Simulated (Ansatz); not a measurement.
# Effect of As → Ga on BAs

Take BAs in the zinc blende structure (space group F-43m, No. 216; a = 4.809 Å) as the base.

It is then changed as follows: every As is replaced by Ga; the structure is relaxed again.

Calculations: Kohn–Sham DFT with the PBE functional, run in Ansatz (a first-principles code) with PAW and 420 eV plane waves, no spin-orbit coupling. k-mesh 16×16×16 (Γ-centred); smearing 0.05 eV (Fermi–Dirac), for the changed cell.

The volume per atom goes up by 1.180 Å³ to 15.09 Å³ and the density falls by 0.69 g/cm³ to 4.43 g/cm³. The lattice parameter a goes up by 0.1324 Å (4.809 Å → 4.942 Å) and the space group is still F-43m (No. 216). The band gap changes from 1.21 eV to zero.

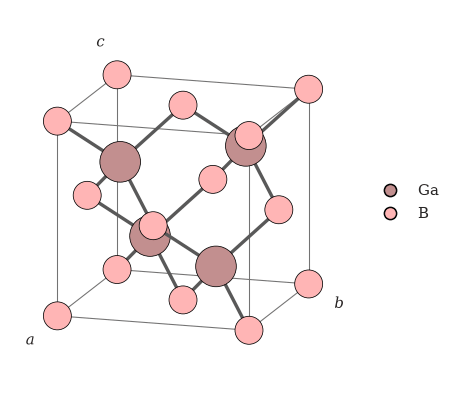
*The relaxed conventional cell after the change*

Stability against distortions was not tested. As relaxed here, GaB is a hypothetical phase, not in the database extracts checked. The final runs are not spin-polarised.
